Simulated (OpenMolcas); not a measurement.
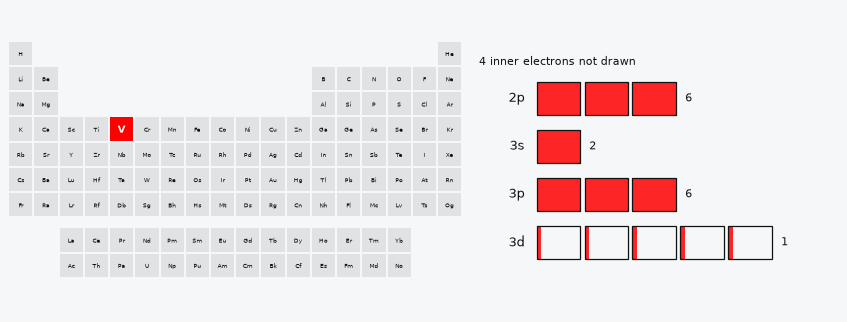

Figure 1. Left, the place of vanadium in the periodic table; right, the outer shells of the leading configuration of the lowest level: a box for each of the 2l + 1 orbitals, shaded by the share of the shell that is filled, with the electron count at the right.

**Multiconfigurational calculation for V⁴⁺ complex**

V⁴⁺ with 6 ligands (Br; octahedron, 2.586 Å), embedded in Cs2NaYBr6 by model potentials and point charges, whose field is part of the energies. Computed at this level: state-averaged CASSCF, active space 1 electron in the shell 3d, basis ANO-RCC-VTZP on the metal and ANO-RCC-VDZP on the ligands, DKH2 scalar Hamiltonian, spin-orbit coupling by RASSI with atomic mean-field integrals (OpenMolcas).

**Output (extracts)**
```
--- SEWARD ---
Basis set label: V.ANO-RCC...6S5P3D2F1G.

      Electronic valence basis set:
      ------------------
      Associated Effective Charge  23.000000 au
      Associated Actual Charge     23.000000 au
      Nuclear Model: Point charge

      Shell  nPrim  nBasis  Cartesian Spherical Contaminant
         s      21       6        X
         p      15       5        X
         d      10       3                 X
         f       6       2                 X
         g       4       1                 X
                  Relativistic Douglas-Kroll-Hess integrals:
                    - DKH order of Hamiltonian: 2
                    - DKH order of Properties : 0
                  Atomic mean-field integrals
--- RASSCF ---
Wave function specifications:
      -----------------------------

      Number of closed shell electrons         234
      Number of electrons in active shells       1
      Max number of holes in RAS1 space          0
      Max nr of electrons in RAS3 space          0
      Number of inactive orbitals              117
      Number of active orbitals                  5
      Number of secondary orbitals             123
      Spin quantum number                      0.5
      State symmetry                             1
Orbital specifications:
      -----------------------

      Symmetry species                           1   2
                                                ag  au
      Frozen orbitals                            0   0
      Inactive orbitals                         57  60
      Active orbitals                            5   0
      RAS1 orbitals                              0   0
      RAS2 orbitals                              5   0
      RAS3 orbitals                              0   0
      Secondary orbitals                        61  62
      Deleted orbitals                           0   0
      Number of basis functions                123 122
      Number of CSFs                             5
      Number of root(s) required                 5
      Iter CI   SX   CI       RASSCF       Energy    max ROT     max BLB   max BLB  Level Ln srch  Step   QN
          iter iter root      energy       change     param      element    value   shift minimum  type update
 Nr of preliminary CI iterations:   1
      Total energies have been shifted. Add               -16000.00 au
        1   1   16    0  -573.51206743    0.00E+00  -1.34E-01*   5  72 2 -4.72E-01*  1.52   0.00    SX    NO
        2   1   17    0  -574.29456469   -7.82E-01* -9.27E-02   52  60 1  2.18E-01*  1.23   0.00    SX    NO
        3   1   16    0  -574.63081528   -3.36E-01* -8.74E-02   52  60 1  1.87E-01*  0.98   0.00    SX    NO
        4   1   16    0  -574.78023030   -1.49E-01*  6.03E-02   52  60 1  1.21E-01*  0.79   0.00    SX    NO
        5   1   16    0  -574.83652225   -5.63E-02*  4.40E-02   52  60 1  6.61E-02*  0.69   1.90    LS   YES
        6   1   16    0  -574.85377059   -1.72E-02*  3.22E-02    6  73 2  3.86E-02*  0.71   1.23    QN   YES
        7   1   15    0  -574.86607978   -1.23E-02*  1.78E-02   13  71 2  1.49E-02*  0.69   1.61    LS   YES
        8   1   16    0  -574.86812334   -2.04E-03* -1.05E-02    5  72 2 -2.69E-02*  0.68   1.11    QN   YES
        9   1   14    0  -574.87072876   -2.61E-03* -7.56E-03   52  60 1  7.94E-03*  0.68   1.75    LS   YES
       10   1   15    0  -574.87131724   -5.88E-04*  4.47E-03    3  84 1 -1.28E-02*  0.69   1.05    QN   YES
        ...
       21   1    9    0  -574.87270616   -1.99E-07* -5.60E-05    2  84 1  6.31E-05   0.69   1.85    LS   YES
       22   1    9    0  -574.87270619   -3.00E-08*  4.37E-05    1  84 1  1.03E-04*  0.69   0.73    QN   YES
       23   1    7    0  -574.87270622   -2.59E-08* -1.15E-05    2  84 1 -2.02E-05   0.69   1.16    QN   YES
       24   1    6    0  -574.87270621    2.57E-09   2.16E-06    1  84 1 -6.74E-06   0.69   0.18    QN   YES
      Convergence after 24 iterations
       25   1    6    0  -574.87270621    5.46E-10   2.16E-06    1  84 1 -4.02E-06   0.69   0.18    QN   YES
      Natural orbitals and occupation numbers for root  1
      sym 1:  -0.000000   1.000000   0.000000  -0.000000  -0.000000
      Natural orbitals and occupation numbers for root  2
      sym 1:  -0.000000   0.000000   0.000000   1.000000   0.000000
      Natural orbitals and occupation numbers for root  3
      sym 1:   1.000000   0.000000   0.000000   0.000000   0.000000
::    RASSCF root number  1 Total energy: -16574.89709703
::    RASSCF root number  2 Total energy: -16574.89709703
::    RASSCF root number  3 Total energy: -16574.89709703
::    RASSCF root number  4 Total energy: -16574.83611998
::    RASSCF root number  5 Total energy: -16574.83611998
--- RASSI ---
SPIN-FREE ENERGIES:
  (Shifted by EMIN (a.u.) =     -16574.8970970327)

 SF State       Relative EMIN(au)   Rel lowest level(eV)    D:o, cm**(-1)

     1             0.0000000000        0.0000000000              0.0000
     2             0.0000000000        0.0000000000              0.0000
     3             0.0000000008        0.0000000205              0.0002
     4             0.0609770501        1.6592700635          13382.9156
     5             0.0609770510        1.6592700879          13382.9158
     Dipole printing threshold changed to   1.00000000E+00
Eigenvalues of complex Hamiltonian:
   -----------------------------------
  (Shifted by EMIN (a.u.) =     -16574.8970970327)

 SO State       Relative EMIN(au)   Rel lowest level(eV)    D:o, cm**(-1)

     1            -0.0005928727        0.0000000000              0.0000
     2            -0.0005928727        0.0000000000              0.0000
     3            -0.0005928722        0.0000000138              0.0001
     4            -0.0005928722        0.0000000138              0.0001
     5             0.0011846167        0.0483679492            390.1138
     6             0.0011846167        0.0483679492            390.1138
     7             0.0609776146        1.6754183110          13513.1600
     8             0.0609776146        1.6754183110          13513.1600
     9             0.0609776155        1.6754183354          13513.1602
    10             0.0609776155        1.6754183354          13513.1602
Weights of the five most important spin-orbit-free states for each spin-orbit state.

 SO State  Total energy (au)           Spin-free states, spin, and weights
 -------------------------------------------------------------------------------------------------------
    1        -0.000593       1 0.5  0.5011    2 0.5  0.4989    4 0.5  0.0000    3 0.5  0.0000    5 0.5  0.0000
    2        -0.000593       1 0.5  0.5011    2 0.5  0.4989    4 0.5  0.0000    3 0.5  0.0000    5 0.5  0.0000
    3        -0.000593       3 0.5  0.6667    2 0.5  0.1678    1 0.5  0.1656    5 0.5  0.0000    4 0.5  0.0000
    4        -0.000593       3 0.5  0.6667    2 0.5  0.1678    1 0.5  0.1656    5 0.5  0.0000    4 0.5  0.0000
    5         0.001185       3 0.5  0.3333    1 0.5  0.3333    2 0.5  0.3333    5 0.5  0.0000    4 0.5  0.0000
    6         0.001185       3 0.5  0.3333    1 0.5  0.3333    2 0.5  0.3333    5 0.5  0.0000    4 0.5  0.0000
    7         0.060978       4 0.5  1.0000    1 0.5  0.0000    2 0.5  0.0000    3 0.5  0.0000    5 0.5  0.0000
    8         0.060978       4 0.5  1.0000    1 0.5  0.0000    2 0.5  0.0000    3 0.5  0.0000    5 0.5  0.0000
    9         0.060978       5 0.5  1.0000    3 0.5  0.0000    2 0.5  0.0000    1 0.5  0.0000    4 0.5  0.0000
   10         0.060978       5 0.5  1.0000    3 0.5  0.0000    2 0.5  0.0000    1 0.5  0.0000    4 0.5  0.0000
 -------------------------------------------------------------------------------------------------------
```

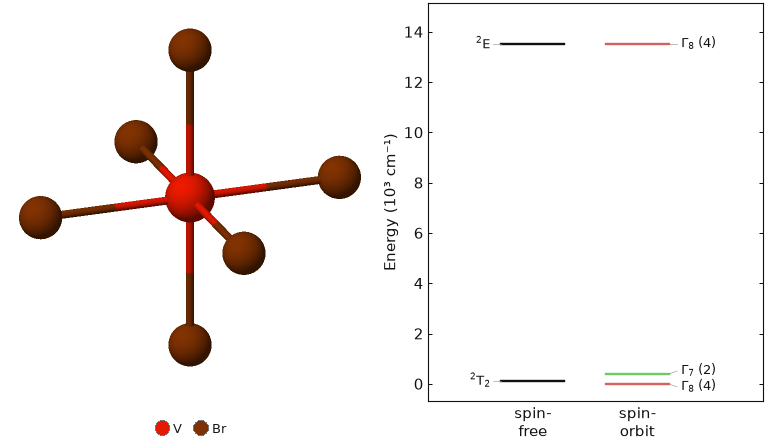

Figure 2. V⁴⁺ (3d) as a dopant in Cs₂NaYBr₆, a cluster with its 6 nearest Br⁻ at 2.586 Å (octahedron) embedded in model potentials and point charges; the geometry was set, not optimised, and its levels. Labels give the representation in O, Td, D4 or D3 as the site allows (double group for half-integer spin) where it could be assigned and, in brackets, the degeneracy; spin-free states, where drawn, share the zero of the spin-orbit levels. The ground level is Γ₈, 4-fold degenerate, 100 % from states of spin multiplicity 2. The next level lies at 390 cm⁻¹ (Γ₇). The lowest spin-free state is ²T₂; of the same spin there follows at 13,400 cm⁻¹ (²E) above it. A ligand-field fit to the spin-free states gives |10Dq| = 13,400 cm⁻¹. The active orbitals hold 73 to 96 % metal character (Löwdin), and the Mulliken charge of the metal is +0.59.

**Input file**
```
&GATEWAY
Basis set
V.ANO-RCC-VTZP.
V1 0.0 0.0 0.0 Angstrom
End of basis
Basis set
Br.ANO-RCC-VDZP.
L1 2.586000 0.000000 0.000000 Angstrom
L2 0.000000 2.586000 0.000000 Angstrom
L3 0.000000 0.000000 2.586000 Angstrom
End of basis
Basis set
Na.EMB-AIMP.Al-Abdalla.7s4p.1s1p.ECP.Cs2NaYBr6.
PseudoCharge
* 3 symmetry-unique lattice sites within 7.6 angstrom
End of basis
Basis set
Cs.EMB-AIMP.Al-Abdalla.0s.0s.ECP.Cs2NaYBr6.
PseudoCharge
* 4 symmetry-unique lattice sites within 7.6 angstrom
End of basis
Basis set
Br.EMB-AIMP.Al-Abdalla.0s.0s.ECP.Cs2NaYBr6.
PseudoCharge
* 12 symmetry-unique lattice sites within 7.6 angstrom
End of basis
Symmetry
XYZ
AngMom=0.0 0.0 0.0
AMFI
RICD
XField
1570 Angstrom 0
* Evjen-weighted lattice charges
&SEWARD
&RASSCF
FileOrb=start.orb
Symmetry=1
Spin=2
nActEl=1 0 0
Inactive=57 60
Ras2=5 0
CIRoot=5 5 1
SDav=5
CIMx=300
Iter=150 100
PrWF=0.3
OrbListing=Nothing
MaxOrb=0
LevShft=1.0
>>> COPY $Project.JobIph JOB001
&RASSI
NrOfJobIphs=1 5
1 2 3 4 5
IphNames
JOB001
EJob
SpinOrbit
DIPRint=1.0
SOCoupling=1000.0
Subsets=2
Property=9
'ANGMOM' 1 'ANGMOM' 2 'ANGMOM' 3 'MLTPL  1' 1 'MLTPL  1' 2 'MLTPL  1' 3
'AMFI' 1 'AMFI' 2 'AMFI' 3
SOProperty=3
'ANGMOM' 1 'ANGMOM' 2 'ANGMOM' 3
```

The file start.orb holds starting orbitals from an earlier step. A driver script formed the levels outside the program, from RASSI's spin-orbit matrix and the active-space energies, averaged over the components of each term or state.

Launched with:
```bash
OMP_NUM_THREADS=1 MOLCAS_MEM=2457 MOLCAS_PROJECT=a pymolcas a.inp > a.log  # once for each step of the input, in one work folder
```

**Key numbers**

| quantity | value |
| --- | --- |
| outcome | converged |
| energy of the lowest spin-free term | −16574.89710 hartree |
| energy of the lowest spin-orbit level | −16574.89769 hartree |
| largest spread among components of a term | 0.0 cm⁻¹ |
| hardware | 1 thread of Arm Neoverse V1, 24 GiB of memory available, shared host |
| wall time | 89 s |
| peak memory | 0.28 GiB |

**Remarks**

To bear in mind: covalent bonds, ligand orbitals missing from the active space; the geometry is set by hand, with no relaxation.
